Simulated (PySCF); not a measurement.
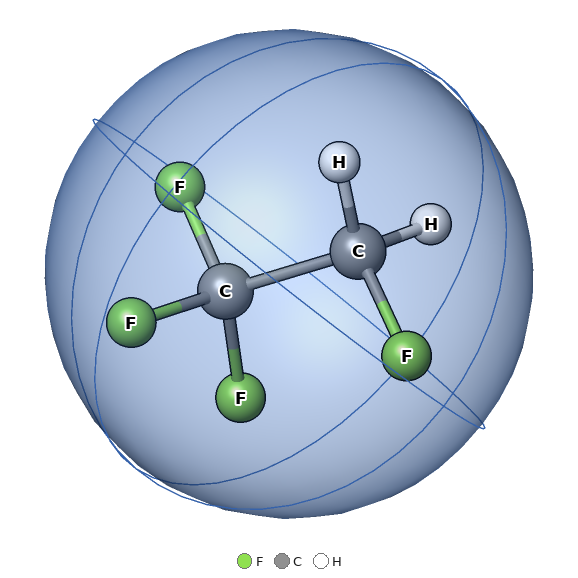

The ellipsoid shows the static dipole polarisability: its half-axes are proportional to the principal values. Computed geometry: PBE0-D3(BJ)/def2-SVP optimisation. No frequency run is at hand to confirm it as a minimum. Level of theory: PBE0/aug-cc-pVDZ (PySCF 2.14.0).

**Give the principal values, the mean and the anisotropy.**

Principal values 29.2, 30.2, 31.0 bohr³; mean 30.1 bohr³ (4.46 Å³); anisotropy 1.6 bohr³, so the longest axis is 1.06 times the shortest.
